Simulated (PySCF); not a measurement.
# ZrN2H4ClF (SMILES [NH2][Zr]([NH2])([F])[Cl]): levels of theory compared

Wanted: a comparison of 6 runs (HF/STO-3G, HF/def2-SVP, TPSS/3-21G, TPSSh/def2-TZVP, MP2/STO-3G, MP2/def2-SVP) of ZrN2H4ClF. 

The results are computed with PySCF 2.14.0.

3 further runs of the same task are left out: 3 set aside as unsound or not needed.

### Step 1. The molecule

ZrN2H4ClF: 9 atoms, total charge 0, spin state singlet. As SMILES, `[NH2][Zr]([NH2])([F])[Cl]`. The shape comes from GFN2-xTB, which is rough for such elements, and wasn't checked as a minimum. This is one conformer, not always the lowest.

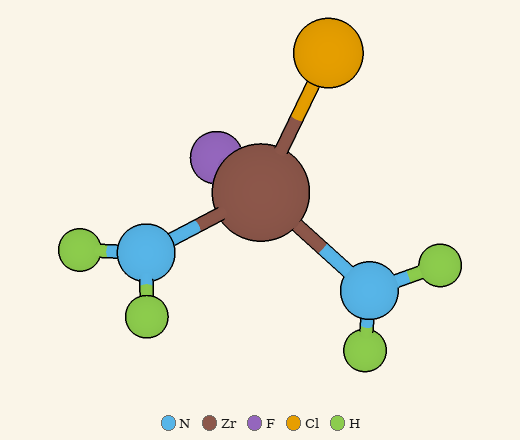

Viewed from a chosen angle; nitrogen blue, zirconium brown, fluorine purple, chlorine amber, hydrogen green.

### Step 2. Energy and gradient at HF/STO-3G (run 1)

run.py

```python
from pyscf import gto

mol = gto.M(
    atom='''
N      1.594362     2.735095    -0.018935
Zr    -0.837905    -0.078083    -0.786598
N     -0.717510    -2.714403     1.954279
F      0.181981    -1.682669    -3.776145
Cl    -4.655699     1.753401    -1.707292
H      3.520352     2.515830    -0.080559
H      1.192587     4.512836    -0.691300
H      0.073643    -2.503660     3.708625
H     -0.351791    -4.538328     1.397906
''',
    basis='sto-3g',
    unit='bohr',
    verbose=3,
    max_memory=1860,
)

mf = mol.RHF()
mf.conv_tol = 1e-10
mf.kernel()
if not mf.converged:
    mf = mf.newton().run(mf.mo_coeff, mf.mo_occ)

etot = mf.e_tot
print('E = %.10f Eh' % etot)
grad = mf.nuc_grad_method().kernel()
mf.analyze()
```

On the command line:

```
$ OMP_NUM_THREADS=1 python run.py
```

What it wrote:

```text
converged SCF energy = -4165.82524749901
[... 14 lines left out ...]
MO #5   energy= -82.7747325065189  occ= 2
[... 9 lines left out ...]
MO #15  energy= -7.75150409865945  occ= 2
[... 9 lines left out ...]
MO #25  energy= -1.5372777113308   occ= 2
[... 9 lines left out ...]
MO #35  energy= -0.48073561985047  occ= 2
[... 9 lines left out ...]
MO #45  energy= 0.323534221547453  occ= 0
[... 9 lines left out ...]
MO #55  energy= 1.0251996463634    occ= 0
[... 10 lines left out ...]
Dipole moment(X, Y, Z, Debye):  3.05061, -0.99534,  0.87515
```

Wall time 24 s (1 thread of Intel Xeon at 2.50GHz (Skylake/Cascade Lake), shared host); peak memory 0.12 GiB.

### Step 3. Energy and forces at HF/def2-SVP (core potential) (run 2)

job.py

```python
# [NH2][Zr]([NH2])([F])[Cl]
from pyscf import gto, scf

mol = gto.Mole()
mol.atom = [
    ('N', (0.843700, 1.447350, -0.010020)),
    ('Zr', (-0.443400, -0.041320, -0.416250)),
    ('N', (-0.379690, -1.436400, 1.034160)),
    ('F', (0.096300, -0.890430, -1.998250)),
    ('Cl', (-2.463690, 0.927860, -0.903460)),
    ('H', (1.862890, 1.331320, -0.042630)),
    ('H', (0.631090, 2.388090, -0.365820)),
    ('H', (0.038970, -1.324880, 1.962520)),
    ('H', (-0.186160, -2.401580, 0.739740)),
]
mol.basis = 'def2-svp'
mol.ecp = {'Zr': 'def2-svp'}
mol.max_memory = 1860
mol.verbose = 3
mol.build()

mf = scf.RHF(mol)
mf.conv_tol = 1e-10
mf.kernel()
if not mf.converged:
    mf = mf.newton().run(mf.mo_coeff, mf.mo_occ)

energy = mf.e_tot
print(f'total energy: {energy:.8f} hartree')
grad = mf.nuc_grad_method().kernel()
mf.analyze()
```

On the command line:

```
$ OMP_NUM_THREADS=1 python job.py
```

What it wrote:

```text
converged SCF energy = -716.621684385678
[... 25 lines left out ...]
MO #16  energy= -1.05418741621059  occ= 2
[... 18 lines left out ...]
MO #35  energy= 0.155377325712816  occ= 0
[... 18 lines left out ...]
MO #54  energy= 0.875050077654106  occ= 0
[... 18 lines left out ...]
MO #73  energy= 1.30584790160101   occ= 0
[... 18 lines left out ...]
MO #92  energy= 2.41002183358305   occ= 0
[... 18 lines left out ...]
MO #111 energy= 33.5733226388254   occ= 0
[... 10 lines left out ...]
Dipole moment(X, Y, Z, Debye):  2.66265, -0.19621,  1.84342
```

It took 55 s on 1 thread of Intel Xeon at 2.50GHz (Skylake/Cascade Lake), shared host; peak memory 0.26 GiB.

### Step 4. Energy and gradient at TPSS/3-21G (run 3)

job.py

```python
from pyscf import gto, dft

mol = gto.M(
    atom='''
N        0.843700       1.447350      -0.010020
Zr      -0.443400      -0.041320      -0.416250
N       -0.379690      -1.436400       1.034160
F        0.096300      -0.890430      -1.998250
Cl      -2.463690       0.927860      -0.903460
H        1.862890       1.331320      -0.042630
H        0.631090       2.388090      -0.365820
H        0.038970      -1.324880       1.962520
H       -0.186160      -2.401580       0.739740
''',
    basis='3-21g',
    max_memory=1860,
    verbose=4,
    charge=0,
)

calc0 = dft.RKS(mol)
calc0.xc = 'tpss'
calc0.grids.level = 5
calc0.conv_tol = 1e-10
calc0.kernel()
if not calc0.converged:
    calc0 = calc0.newton().run(calc0.mo_coeff, calc0.mo_occ)

e_final = calc0.e_tot
print('E = %.10f Eh' % e_final)
grad = calc0.nuc_grad_method().kernel()
calc0.analyze()
```

On the command line:

```
$ OMP_NUM_THREADS=1 python job.py
```

What it wrote:

```text
PySCF version 2.14.0

[... 110 lines left out ...]
MO #4   energy= -79.7410110989116  occ= 2
[... 15 lines left out ...]
MO #20  energy= -6.66578351537365  occ= 2
[... 15 lines left out ...]
MO #36  energy= -0.327285812707691 occ= 2
[... 15 lines left out ...]
MO #52  energy= 0.144850072916562  occ= 0
[... 15 lines left out ...]
MO #68  energy= 0.879160430394744  occ= 0
[... 15 lines left out ...]
MO #84  energy= 3.36025711377901   occ= 0
[... 96 lines left out ...]
Dipole moment(X, Y, Z, Debye):  3.98535, -0.74982,  1.55527
```

Run time: 2.4 min. Hardware: 1 thread of Intel Xeon at 2.50GHz (Skylake/Cascade Lake), shared host; peak memory 0.82 GiB.

Runs 4 to 5 aren't shown in full; the table further down has their settings and results.

### Step 5. Energy and forces at MP2/def2-SVP (core potential) (run 6)

geometry.xyz

```xyz
9
ClFH4N2Zr
N      0.843700     1.447350    -0.010020
Zr    -0.443400    -0.041320    -0.416250
N     -0.379690    -1.436400     1.034160
F      0.096300    -0.890430    -1.998250
Cl    -2.463690     0.927860    -0.903460
H      1.862890     1.331320    -0.042630
H      0.631090     2.388090    -0.365820
H      0.038970    -1.324880     1.962520
H     -0.186160    -2.401580     0.739740
```

calc.py

```python
from pyscf import gto, mp

mol = gto.Mole()
mol.atom = 'geometry.xyz'
mol.ecp = {'Zr': 'def2-svp'}
mol.basis = 'def2-svp'
mol.verbose = 4
mol.spin = 0
mol.max_memory = 1860
mol.charge = 0
mol.build()

mf = mol.RHF()
mf.conv_tol = 1e-10
mf.kernel()
if not mf.converged:
    mf = mf.newton().run(mf.mo_coeff, mf.mo_occ)

pt = mp.MP2(mf, frozen=8).run()
energy = pt.e_tot
print('E(%s) = %.9f' % ('MP2', energy))
grad = pt.nuc_grad_method().kernel()
mf.analyze()
```

On the command line:

```
$ OMP_NUM_THREADS=1 python calc.py
```

What it wrote:

```text
PySCF version 2.14.0

[... 104 lines left out ...]
MO #11  energy= -1.57896203957348  occ= 2
[... 19 lines left out ...]
MO #31  energy= 0.0970827159731272 occ= 0
[... 19 lines left out ...]
MO #51  energy= 0.783211976970044  occ= 0
[... 19 lines left out ...]
MO #71  energy= 1.28045894910642   occ= 0
[... 19 lines left out ...]
MO #91  energy= 2.21786346246006   occ= 0
[... 19 lines left out ...]
MO #111 energy= 33.5733226388254   occ= 0
[... 123 lines left out ...]
Dipole moment(X, Y, Z, Debye):  2.66265, -0.19621,  1.84342
```

Wall time 1.9 min (1 thread of Intel Xeon at 2.50GHz (Skylake/Cascade Lake), shared host); peak memory 1.5 GiB.

### Step 6. The series

| run | level | core potential | integration grid | energy (Eh) | dipole moment (D) of the reference | HOMO energy (eV) | LUMO energy (eV) | wall time |
| --- | --- | --- | --- | --- | --- | --- | --- | --- |
| 1 | HF/STO-3G | – | – | -4165.825247 | 3.33 | -8.23 | 7.07 | 24 s |
| 2 | HF/def2-SVP (core potential) | def2-svp | – | -716.621684 | 3.24 | -11.01 | 1.67 | 55 s |
| 3 | TPSS/3-21G | – | 5 | -4192.873663 | 4.34 | -5.77 | -2.13 | 2.4 min |
| 4 | TPSSh/def2-TZVP (core potential) | def2-svp | 5 | -719.363617 | 2.98 | -6.82 | -1.53 | 9 min |
| 5 | MP2/STO-3G | – | – | -4166.036690 | 3.33 | -8.23 | 7.07 | 35 s |
| 6 | MP2/def2-SVP (core potential) | def2-svp | – | -717.537738 | 3.24 | -11.01 | 1.67 | 1.9 min |

### Step 7. Summary of results

| quantity | value |
| --- | --- |
| run 6: total energy | -717.53774 Eh |
| run 6: dipole moment (Hartree–Fock density) | 3.24 D |
| run 6: HOMO energy (Hartree–Fock orbitals) | -11.01 eV |
| run 6: LUMO energy (Hartree–Fock orbitals) | 1.67 eV |
| run 6: HOMO–LUMO gap (Hartree–Fock orbitals) | 12.68 eV |
| run 6: correlation energy (8 core orbitals frozen) | -916.1 mEh |
| run 6: largest force on an atom | 1.392 eV/Å |

What this shows: Over runs 1, 2, 3, 4 the dipole moment (its size) runs from 2.98 D (TPSSh/def2-TZVP) to 4.34 D (TPSS/3-21G). The two ends differ in method and basis and core potential. Over runs 1, 2, 3, 4 the HOMO–LUMO gap runs from 3.65 eV (TPSS/3-21G) to 15.30 eV (HF/STO-3G). The two ends differ in method and basis. Totals of different functionals can't be ranked against each other. Some runs of one species differ in core potentials or relativity; totals across that change don't compare. In runs 1, 5 the basis is minimal, so the values are rough. In runs 1, 3, 5 relativity is left out where basis or elements ask for it. All runs together took 15 min, the longest 9 min.
